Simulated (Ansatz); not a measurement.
# BClH2: two geometries relaxed

Aim: relax the geometries before and after the reaction (reductive elimination), and see whether they are two minima and how far apart in energy. Meant to form: Cl2–H3; to break: B1–Cl2, B1–H3. The start is a guess near the saddle point, from which both ends are pulled out.

All numbers below are computed with Ansatz 0.2.0 (RKS r2SCANh-D4/def2-SVPD).

## Step 1: Starting point

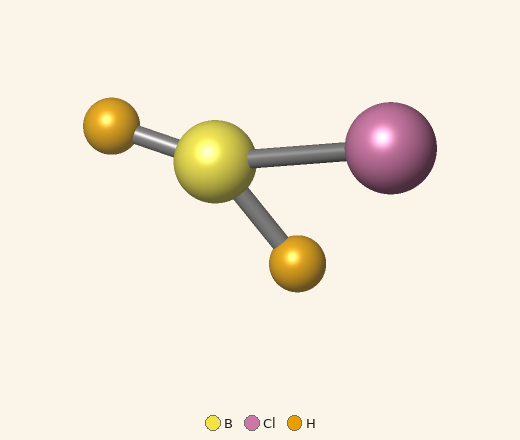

Start, viewed from a chosen angle; boron yellow, chlorine pink, hydrogen amber.

Structure file:

```xyz
4

B     0.0000    0.0000    0.0000
Cl    1.1911    0.0000    1.6808
H     1.3757    0.0000   -0.1988
H    -1.0305    0.0000   -0.5950
```

## Step 2: Pulling towards end A

Springs on the bonds that form and break draw the guess towards this end; the thresholds are loose.

File input.yaml:

```yaml
crystal:
  periodic: [false, false, false]
  atoms:
    - { symbol: B, position_ang: [0.0, 0.0, 0.0] }
    - { symbol: Cl, position_ang: [1.1911, 0.0, 1.6808] }
    - { symbol: H, position_ang: [1.3757, 0.0, -0.1988] }
    - { symbol: H, position_ang: [-1.0305, 0.0, -0.595] }
basis:
  gaussian: { orbitals: def2-SVPD }
hamiltonian:
  xc: r2scanh
  dispersion: d4
relax:
  f_tol: 0.15
  max_steps: 25
  restrain:
    - { distance: [1, 2], at: 2.57, k: 30.0 }
    - { distance: [0, 1], at: 1.86, k: 30.0 }
    - { distance: [0, 2], at: 1.19, k: 30.0 }
```

On the command line:

```bash
ansatz run input.yaml --threads 2 --pin off --max-ram 3072MiB --backend cpu --events-out ev --progress --plain --runs-dir out
```

Output, shortened:

```text
Warning: RAYON_NUM_THREADS=2 ignored (pool sized by the plan → 2); use --threads N
[...]
Functional definition: r2SCANh
[...]
563 factors; their error is unknown
[...]
mean field -13223.07620693 eV, -485.9390876818 hartree, gradient 2.6e-5 eV, S^2 0.000000; 0 other end points of the search recorded, 0 dependent functions left out
[...]
reference -13223.07621880 eV, -485.9390881179 hartree; 12, 12 occupied and 51, 51 virtual orbitals, 563 factors
relax step   1: F+E_penalty+E_count = -13223.08604522 eV  Δ(F+E_penalty+E_count) = +0.000e0 eV  max|allowed force component| = 6.882e0 eV/Å  E_restraint = 8.16394749 eV  max|allowed force component, restraints' pulls added| = 2.230e1 eV/Å  Δτ_max = 0.0000 Å  (27 SCF iters, accepted)
[...]
relax step   5: F+E_penalty+E_count = -13226.17762239 eV  Δ(F+E_penalty+E_count) = -7.318e-2 eV  max|allowed force component| = 1.323e0 eV/Å  E_restraint = 0.03194532 eV  max|allowed force component, restraints' pulls added| = 3.462e-1 eV/Å  Δτ_max = 0.0471 Å  (28 SCF iters, accepted)
[...]
relax step   6: F+E_penalty+E_count = -13226.18142278 eV  Δ(F+E_penalty+E_count) = -3.800e-3 eV  max|allowed force component| = 1.360e0 eV/Å  E_restraint = 0.03072778 eV  max|allowed force component, restraints' pulls added| = 2.750e-2 eV/Å  Δτ_max = 0.0200 Å  (27 SCF iters, accepted)
  distance Cl 1 - H 2 = 2.5724 Å
  distance B 0 - Cl 1 = 1.8148 Å
  distance B 0 - H 2 = 1.1918 Å
563 factors; their error is unknown
[...]
mean field -13226.17218144 eV, -486.0528626465 hartree, gradient 5.1e-6 eV, S^2 0.000000; 1 other end points of the search recorded, 0 dependent functions left out
[...]
reference -13226.17219366 eV, -486.0528630954 hartree; 12, 12 occupied and 51, 51 virtual orbitals, 563 factors
Total energy: -13226.18143500 eV, -486.0532027085 hartree
Atom 0 at     0.341463     0.000000     0.041335 Å, force     0.255629     0.000000     1.359969 eV/Å
Atom 1 at     0.741740    -0.000000     1.811482 Å, force    -0.326748    -0.000000    -1.278075 eV/Å
Atom 2 at     1.269686    -0.000000    -0.706173 Å, force     0.051908    -0.000000    -0.098851 eV/Å
Atom 3 at    -0.816589    -0.000000    -0.259644 Å, force     0.019211    -0.000000     0.016957 eV/Å
Dipole moment:    -0.046503     0.000000    -0.203669 e Å
```

It took 6 s on 2 threads of Arm Neoverse V2, shared host; peak memory 0.12 GiB.

Step by step:

```
step  energy from step 1 (eV)  largest force component (eV/Å)
   1                   0.0000                          6.8823
   2                  -1.4349                          4.0740
   3                  -2.4682                          2.0150
   4                  -3.0184                          1.6217
   5                  -3.0916                          1.3231
   6                  -3.0954                          1.3600
```

Step 1 is the start. Energies and forces in the table leave out the springs, which the log lists apart; the run stops on the force with the springs' pull added.

After: Bond lengths: B1–Cl2 1.815 Å, B1–H3 1.192 Å, B1–H4 1.197 Å. Angles: Cl2–B1–H3 116.1°, Cl2–B1–H4 117.3°, H3–B1–H4 126.6°.

Pairs that crossed the distance rule for bonds on the way: came closer B1–H3.

## Step 3: End point A

It starts where the restrained run ended.

File input.yaml:

```yaml
crystal:
  periodic: [false, false, false]
  atoms:
    - { symbol: B, position_ang: [0.341463, 0.0, 0.041335] }
    - { symbol: Cl, position_ang: [0.74174, 0.0, 1.811482] }
    - { symbol: H, position_ang: [1.269686, 0.0, -0.706173] }
    - { symbol: H, position_ang: [-0.816589, 0.0, -0.259644] }
basis:
  gaussian: { orbitals: def2-SVPD }
hamiltonian:
  xc: r2scanh
  dispersion: d4
relax:
  f_tol: 0.03
  max_steps: 50
```

On the command line:

```bash
ansatz run input.yaml --threads 2 --pin off --max-ram 3072MiB --backend cpu --events-out ev --progress --plain --runs-dir out
```

Output, shortened:

```text
Warning: RAYON_NUM_THREADS=2 ignored (pool sized by the plan → 2); use --threads N
[...]
[... 1 set-up line as earlier in the session ...]
[...]
563 factors; their error is unknown
[...]
mean field -13226.17218198 eV, -486.0528626664 hartree, gradient 5.9e-5 eV, S^2 0.000000; 0 other end points of the search recorded, 0 dependent functions left out
[...]
reference -13226.17219408 eV, -486.0528631110 hartree; 12, 12 occupied and 51, 51 virtual orbitals, 563 factors
relax step   1: F+E_penalty+E_count = -13226.18142332 eV  Δ(F+E_penalty+E_count) = +0.000e0 eV  max|allowed force component| = 1.360e0 eV/Å  Δτ_max = 0.0000 Å  (25 SCF iters, accepted)
[...]
relax step   3: F+E_penalty+E_count = -13226.23018708 eV  Δ(F+E_penalty+E_count) = -1.498e-2 eV  max|allowed force component| = 1.054e-1 eV/Å  Δτ_max = 0.0225 Å  (26 SCF iters, accepted)
[...]
relax step   4: F+E_penalty+E_count = -13226.23049365 eV  Δ(F+E_penalty+E_count) = -3.066e-4 eV  max|allowed force component| = 7.419e-3 eV/Å  Δτ_max = 0.0047 Å  (28 SCF iters, accepted)
563 factors; their error is unknown
mean field -13226.22123690 eV, -486.0546654012 hartree, gradient 7.9e-6 eV, S^2 0.000000; 1 other end points of the search recorded, 0 dependent functions left out
[...]
reference -13226.22124916 eV, -486.0546658520 hartree; 12, 12 occupied and 51, 51 virtual orbitals, 563 factors
Total energy: -13226.23050592 eV, -486.0550060314 hartree
Atom 0 at     0.350458     0.000000     0.068705 Å, force    -0.007419     0.000000    -0.003079 eV/Å
Atom 1 at     0.726385    -0.000000     1.773789 Å, force     0.001249    -0.000000     0.001682 eV/Å
Atom 2 at     1.263881    -0.000000    -0.705957 Å, force     0.000530    -0.000000     0.000437 eV/Å
Atom 3 at    -0.804424    -0.000000    -0.249538 Å, force     0.005640    -0.000000     0.000960 eV/Å
Dipole moment:    -0.029625     0.000000    -0.134721 e Å
```

It took 4.2 s on 2 threads of Arm Neoverse V2, shared host; peak memory 0.12 GiB.

The steps of the relaxation:

```
step  energy from step 1 (eV)  largest force component (eV/Å)
   1                   0.0000                          1.3597
   2                  -0.0338                          0.8374
   3                  -0.0488                          0.1054
   4                  -0.0491                          0.0074
```

Step 1 is the start.

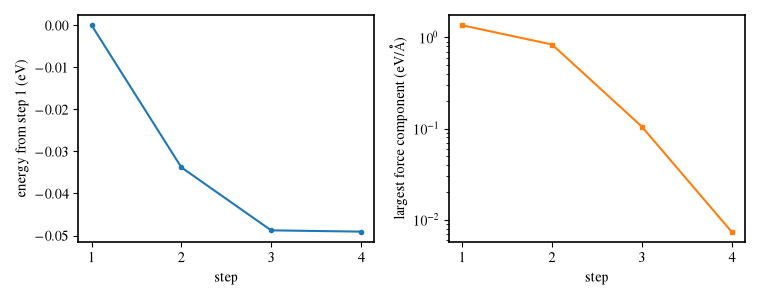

Energy and largest force along the relaxation.

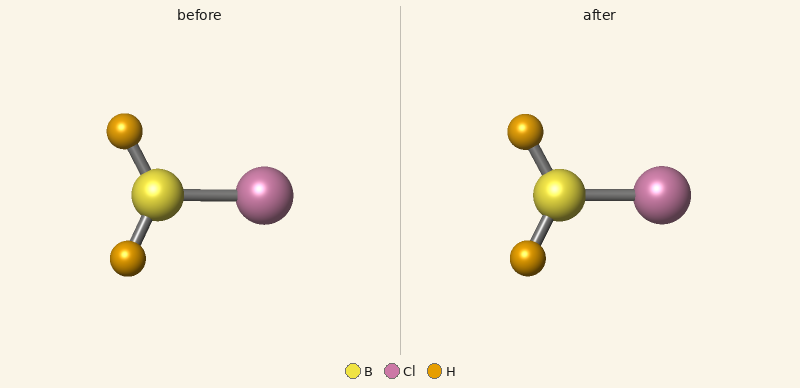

Before and after, at one scale.

After: Bond lengths: B1–Cl2 1.746 Å, B1–H3 1.198 Å, B1–H4 1.198 Å. Angles: Cl2–B1–H3 117.9°, Cl2–B1–H4 117.8°, H3–B1–H4 124.3°.

## Step 4: A restrained relaxation towards end B

Springs on the bonds that form and break draw the guess towards this end; the thresholds are loose.

File input.yaml:

```yaml
crystal:
  periodic: [false, false, false]
  atoms:
    - { symbol: B, position_ang: [0.0, 0.0, 0.0] }
    - { symbol: Cl, position_ang: [1.1911, 0.0, 1.6808] }
    - { symbol: H, position_ang: [1.3757, 0.0, -0.1988] }
    - { symbol: H, position_ang: [-1.0305, 0.0, -0.595] }
basis:
  gaussian: { orbitals: def2-SVPD }
hamiltonian:
  xc: r2scanh
  dispersion: d4
relax:
  f_tol: 0.15
  max_steps: 25
  restrain:
    - { distance: [1, 2], at: 1.37, k: 30.0 }
    - { distance: [0, 1], at: 3.06, k: 30.0 }
    - { distance: [0, 2], at: 2.39, k: 30.0 }
```

On the command line:

```bash
ansatz run input.yaml --threads 2 --pin off --max-ram 3072MiB --backend cpu --events-out ev --progress --plain --runs-dir out
```

Output, shortened:

```text
Warning: RAYON_NUM_THREADS=2 ignored (pool sized by the plan → 2); use --threads N
[...]
[... 1 set-up line as earlier in the session ...]
[...]
563 factors; their error is unknown
[...]
mean field -13223.07620693 eV, -485.9390876818 hartree, gradient 2.6e-5 eV, S^2 0.000000; 0 other end points of the search recorded, 0 dependent functions left out
[...]
reference -13223.07621880 eV, -485.9390881179 hartree; 12, 12 occupied and 51, 51 virtual orbitals, 563 factors
relax step   1: F+E_penalty+E_count = -13223.08604522 eV  Δ(F+E_penalty+E_count) = +0.000e0 eV  max|allowed force component| = 6.882e0 eV/Å  E_restraint = 34.03365179 eV  max|allowed force component, restraints' pulls added| = 4.015e1 eV/Å  Δτ_max = 0.0000 Å  (27 SCF iters, accepted)
[...]
  distance Cl 1 - H 2 = 1.3387 Å
  distance B 0 - Cl 1 = 3.0595 Å
  distance B 0 - H 2 = 2.3829 Å
563 factors; their error is unknown
[...]
mean field -13221.32275185 eV, -485.8746493959 hartree, gradient 9.6e-6 eV, S^2 0.000000; 1 other end points of the search recorded, 0 dependent functions left out
[...]
reference -13221.32276464 eV, -485.8746498661 hartree; 12, 12 occupied and 51, 51 virtual orbitals, 563 factors
Total energy: -13221.33386403 eV, -485.8750577612 hartree
Atom 0 at    -0.285996     0.000000    -0.855258 Å, force     0.219669     0.000000     0.106936 eV/Å
Atom 1 at     1.446915     0.000000     1.666142 Å, force     0.210972     0.000000    -0.904791 eV/Å
Atom 2 at     1.760816    -0.000000     0.364813 Å, force    -0.413885    -0.000000     0.782709 eV/Å
Atom 3 at    -1.385435    -0.000000    -0.288697 Å, force    -0.016757    -0.000000     0.015146 eV/Å
Dipole moment:    -0.236353     0.000000    -0.076170 e Å
```

It took 8.5 s on 2 threads of Arm Neoverse V2, shared host; peak memory 0.12 GiB.

The steps of the relaxation:

```
step  energy from step 1 (eV)  largest force component (eV/Å)
   1                   0.0000                          6.8823
   2                   2.5780                         11.9716
   3                   4.3740                         12.7016
   4                   3.3144                          7.8633
   5                   2.0696                          2.6590
   6                   1.8605                          1.3520
   7                   1.7704                          0.8569
   8                   1.7622                          1.0051
   9                   1.7522                          0.9048
```

Step 1 is the start. Energies and forces in the table leave out the springs, which the log lists apart; the run stops on the force with the springs' pull added.

After: Bond lengths: Cl2–H3 1.339 Å, B1–H4 1.237 Å.

Pairs that crossed the distance rule for bonds on the way: came closer Cl2–H3; moved apart B1–Cl2.

## Step 5: End point B

It starts where the restrained run ended.

File input.yaml:

```yaml
crystal:
  periodic: [false, false, false]
  atoms:
    - { symbol: B, position_ang: [-0.285996, 0.0, -0.855258] }
    - { symbol: Cl, position_ang: [1.446915, 0.0, 1.666142] }
    - { symbol: H, position_ang: [1.760816, 0.0, 0.364813] }
    - { symbol: H, position_ang: [-1.385435, 0.0, -0.288697] }
basis:
  gaussian: { orbitals: def2-SVPD }
hamiltonian:
  xc: r2scanh
  dispersion: d4
relax:
  f_tol: 0.03
  max_steps: 50
```

On the command line:

```bash
ansatz run input.yaml --threads 2 --pin off --max-ram 3072MiB --backend cpu --events-out ev --progress --plain --runs-dir out
```

Output, shortened:

```text
Warning: RAYON_NUM_THREADS=2 ignored (pool sized by the plan → 2); use --threads N
[...]
[... 1 set-up line as earlier in the session ...]
[...]
563 factors; their error is unknown
[...]
mean field -13221.32275236 eV, -485.8746494148 hartree, gradient 5.3e-6 eV, S^2 0.000000; 0 other end points of the search recorded, 0 dependent functions left out
[...]
reference -13221.32276513 eV, -485.8746498842 hartree; 12, 12 occupied and 51, 51 virtual orbitals, 563 factors
relax step   1: F+E_penalty+E_count = -13221.33385175 eV  Δ(F+E_penalty+E_count) = +0.000e0 eV  max|allowed force component| = 9.048e-1 eV/Å  Δτ_max = 0.0000 Å  (26 SCF iters, accepted)
[...]
relax step   4: F+E_penalty+E_count = -13221.63451601 eV  Δ(F+E_penalty+E_count) = -8.127e-2 eV  max|allowed force component| = 1.343e0 eV/Å  Δτ_max = 0.0874 Å  (29 SCF iters, accepted)
[...]
relax step  14: F+E_penalty+E_count = -13226.23048504 eV  Δ(F+E_penalty+E_count) = -4.038e-4 eV  max|allowed force component| = 8.586e-3 eV/Å  Δτ_max = 0.0043 Å  (28 SCF iters, accepted)
563 factors; their error is unknown
[...]
mean field -13226.22122842 eV, -486.0546650896 hartree, gradient 5.5e-6 eV, S^2 0.000000; 1 other end points of the search recorded, 0 dependent functions left out
[...]
reference -13226.22124079 eV, -486.0546655445 hartree; 12, 12 occupied and 51, 51 virtual orbitals, 563 factors
Total energy: -13226.23049742 eV, -486.0550057192 hartree
Atom 0 at     0.342253     0.000000     0.070312 Å, force     0.002765     0.000000     0.008586 eV/Å
Atom 1 at     0.807239    -0.000000     1.753751 Å, force    -0.001681    -0.000000    -0.006858 eV/Å
Atom 2 at     1.214484    -0.000000    -0.750625 Å, force    -0.004087    -0.000000     0.000451 eV/Å
Atom 3 at    -0.827676    -0.000000    -0.186438 Å, force     0.003003    -0.000000    -0.002179 eV/Å
Dipole moment:    -0.036878    -0.000000    -0.133518 e Å
```

It took 12 s on 2 threads of Arm Neoverse V2, shared host; peak memory 0.12 GiB.

The steps of the relaxation:

```
step  energy from step 1 (eV)  largest force component (eV/Å)
   1                   0.0000                          0.9048
   2                  -0.0979                          0.3256
   3                  -0.2194                          0.9020
   4                  -0.3007                          1.3426
   5                  -0.3796                          1.4461
   6                  -0.4698                          1.5899
   7                  -1.0841                          2.7142
   8                  -2.1198                          3.6173
   9                  -3.3786                          3.8795
  10                  -4.3697                          2.7232
  11                  -4.8165                          0.9301
  12                  -4.8898                          0.3360
  13                  -4.8962                          0.0988
  14                  -4.8966                          0.0086
```

Step 1 is the start.

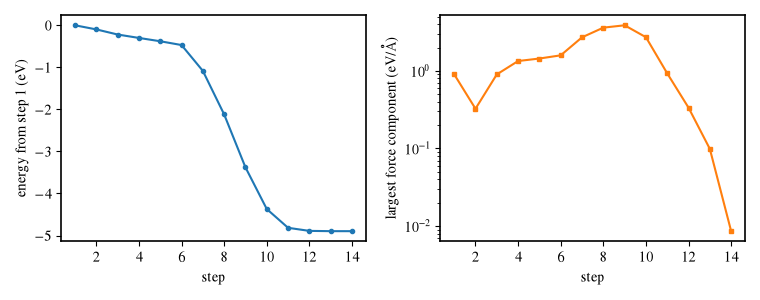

How energy and force went from step to step.

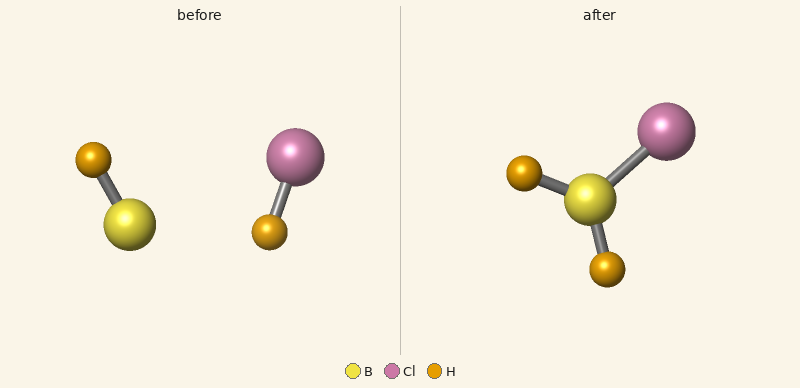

The structure before (left) and after (right), drawn at the same scale.

After: Bond lengths: B1–Cl2 1.746 Å, B1–H3 1.198 Å, B1–H4 1.198 Å. Angles: Cl2–B1–H3 117.8°, Cl2–B1–H4 117.8°, H3–B1–H4 124.4°.

Pairs that crossed the distance rule for bonds on the way: came closer B1–Cl2, B1–H3; moved apart Cl2–H3.

## Step 6: Outcome

```
                           quantity                     value
                              end A   3 moves, 0.049 eV lower
                              end B  13 moves, 4.897 eV lower
largest difference between the ends                    0.00 Å
            end B relative to end A                 +0.000 eV
```

**Reading.** Both starts fell into the same minimum (no atom differs by more than 0.00 Å), so from this start no second minimum was found and no band was run; another arrangement could still be one.
